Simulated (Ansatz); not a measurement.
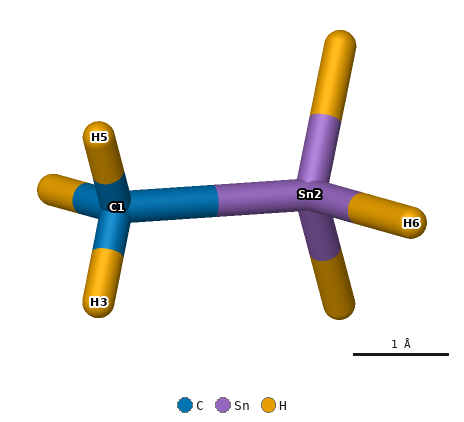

Figure 1. The structure as given in the input (stick view, seen at a tilt; atoms are numbered from 1 in the order of the input). Sticks mark near contacts.

## Run report: CH₆Sn, single-point calculation

- system: CH₆Sn
- method: RKS B3LYP-D4/def2-TZVPP (Ansatz 0.2.0)

The geometry comes from this level: PBE0-D4/def2-TZVP. Figures and captions count atoms from 1; the log counts them from 0 in places.

### What the program printed
```
Functional definition: B3LYP
  name "B3LYP"
  cite "Stephens, Devlin, Chabalowski & Frisch, J. Phys. Chem. 98, 11623 (1994) doi:10.1021/j100096a001"
  cite "Becke, Phys. Rev. A 38, 3098 (1988) doi:10.1103/PhysRevA.38.3098"
  cite "Lee, Yang & Parr, Phys. Rev. B 37, 785 (1988) doi:10.1103/PhysRevB.37.785"
  cite "Vosko, Wilk & Nusair, Can. J. Phys. 58, 1200 (1980) doi:10.1139/p80-159"
  parameter a0 = 0.2
  parameter ax = 0.72
  parameter ac = 0.81
  exchange = (1 - a0 - ax)*slater_x + ax*b88_x + a0*exact_x
  correlation = (1 - ac)*vwn_rpa_c + ac*lyp_c
966 factors; their error is unknown
mean field evaluation 1: about -6961.4291 eV, gradient 5.5e1 eV
mean field evaluation 2: about -6954.7215 eV, gradient 6.9e1 eV
mean field evaluation 4: about -6968.4107 eV, gradient 2.5e0 eV
mean field evaluation 8: about -6968.4189 eV, gradient 2.4e-2 eV
mean field evaluation 16: about -6968.4715 eV, gradient 1.6e-5 eV
mean field -6968.47147494 eV, -256.0866033045 hartree, gradient 1.6e-5 eV, S^2 0.000000; 0 other end points of the search recorded, 0 dependent functions left out
the calculation of the forces begins
reference -6968.47175787 eV, -256.0866137020 hartree; 17, 17 occupied and 148, 148 virtual orbitals, 966 factors
Total energy: -6968.65544795 eV, -256.0933641878 hartree
Atom 0 at     1.094459     0.367391    -0.110629 Å, force     0.270007     0.093367    -0.025872 eV/Å
Atom 1 at    -0.919357    -0.329068     0.082127 Å, force    -0.169706    -0.058666     0.016226 eV/Å
Atom 2 at     1.300518     0.627717    -1.148804 Å, force    -0.003049    -0.012343     0.060138 eV/Å
Atom 3 at     1.789320    -0.411191     0.204039 Å, force    -0.031906     0.048926    -0.019199 eV/Å
Atom 4 at     1.244608     1.249150     0.512261 Å, force     0.000125    -0.048613    -0.037584 eV/Å
Atom 5 at    -2.012033     0.886774    -0.417452 Å, force    -0.041432     0.043576    -0.017873 eV/Å
Atom 6 at    -1.156729    -1.716411    -0.887787 Å, force    -0.010382    -0.050932    -0.035144 eV/Å
Atom 7 at    -1.248687    -0.731462     1.710444 Å, force    -0.013657    -0.015316     0.059308 eV/Å
Dipole moment:     0.154207     0.053336    -0.014760 e Å
```

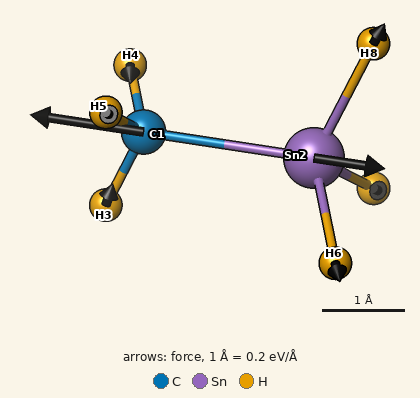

Figure 2. Forces on the atoms as black arrows (ball-and-stick view, seen at a tilt; atoms are numbered from 1 in the order of the input). The largest act on C1 (0.29 eV/Å); Sn2 (0.18 eV/Å). The geometry is not a stationary point of this energy.

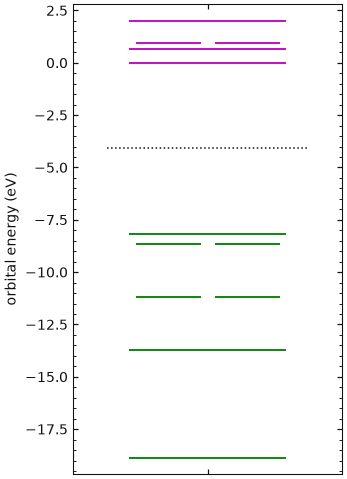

Figure 3. Orbital energies near the frontier; the dotted line parts filled from empty levels, and levels within 0.02 eV of each other stand side by side. Highest filled −8.19 eV, lowest empty 0.00 eV, 8.19 eV apart.

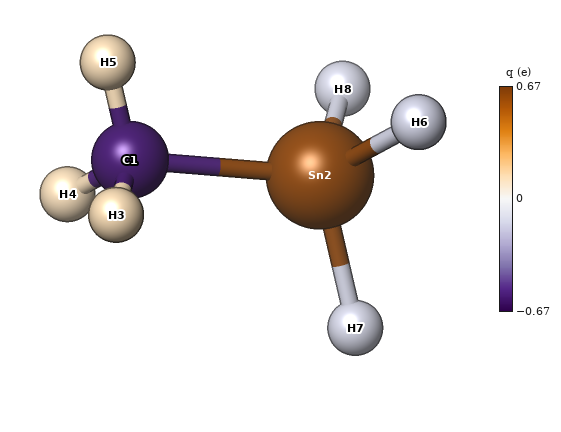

Figure 4. Mulliken charges, as the colour of each atom (ball-and-stick view, seen at a tilt; atoms are numbered from 1 in the order of the input). By element: C −0.58, Sn +0.64 and H −0.14 to +0.12 e.

The run was set up as follows.

### Input
```yaml
crystal:
  periodic: [false, false, false]
  atoms:
    - {symbol: C, position_ang: [1.094459, 0.367391, -0.110629]}
    - {symbol: Sn, position_ang: [-0.919357, -0.329068, 0.082127]}
    - {symbol: H, position_ang: [1.300518, 0.627717, -1.148804]}
    - {symbol: H, position_ang: [1.789320, -0.411191, 0.204039]}
    - {symbol: H, position_ang: [1.244608, 1.249150, 0.512261]}
    - {symbol: H, position_ang: [-2.012033, 0.886774, -0.417452]}
    - {symbol: H, position_ang: [-1.156729, -1.716411, -0.887787]}
    - {symbol: H, position_ang: [-1.248687, -0.731462, 1.710444]}
basis:
  gaussian: {orbitals: def2-TZVPP}
hamiltonian: {xc: {name: B3LYP}, dispersion: d4}
output: {forces: true, orbitals: {seedname: orbitals}}
```

### Summary

| quantity | value |
| --- | --- |
| outcome | converged |
| total energy | −6968.6554 eV |
| mean-field energy | −6968.4718 eV |
| dispersion energy | −0.1837 eV |
| SCF solution under orbital rotations | stable |
| HOMO | −8.19 eV |
| LUMO | 0.00 eV |
| largest force (length of the vector) | 0.287 eV/Å |
| dipole moment | 0.79 D |
| hardware | 2 CPU threads, shared host |
| wall time | 1.2 s (CPU time 2.2 s) |
| peak memory | 0.32 GiB |
